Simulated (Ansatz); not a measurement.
Consider ZnAs2C.

```xyz
16
Lattice="5.2493 0.0000 0.0000 0.0000 5.2493 0.0000 0.0000 0.0000 9.5320" Properties=species:S:1:pos:R:3 pbc="T T T"
Zn    0.0000    0.0000    0.0000
Zn    2.6246    2.6246    4.7660
As    1.6165    1.3123    1.1915
As    4.2412    3.9370    5.9575
Zn    0.0000    2.6246    2.3830
Zn    2.6246    0.0000    7.1490
As    1.3123    4.2412    3.5745
As    3.9370    1.6165    8.3405
C     0.0000    0.0000    4.7660
C     2.6246    2.6246    0.0000
As    1.0081    1.3123    5.9575
As    3.6328    3.9370    1.1915
C     2.6246    0.0000    2.3830
C     0.0000    2.6246    7.1490
As    3.9370    1.0081    3.5745
As    1.3123    3.6328    8.3405
```

Space group I-42d; started from the II-IV-V2 ordering on zincblende lattice prototype, which need not be the ambient phase.

The calculation used DFT, r2SCAN+rVV10, plane waves, PAW in Ansatz.

> What can the converged valence pseudo-density and electron localisation function tell about the bonding?

As–C (2.04 Å): ρ at the midpoint is about 0.8 e/Å³; the ELF peaks at about 0.90 between the atoms: a covalent bond.
Zn–As (2.40 Å): the density is about 0.51 e/Å³ at the midpoint; the ELF peaks at about 0.80 between the atoms: a covalent bond.

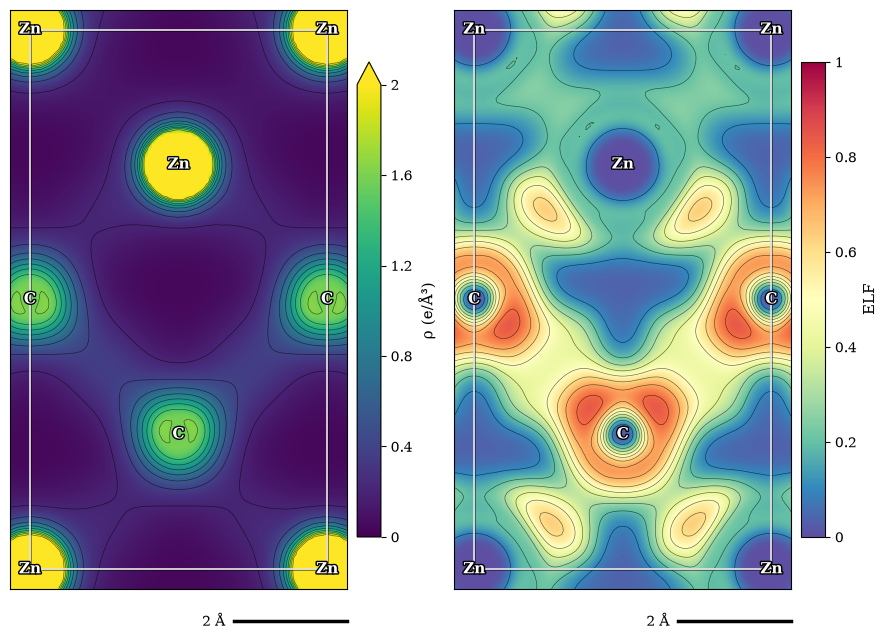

Computed valence pseudo-density and electron localisation function on the (010) plane of the conventional cell, in this order. 
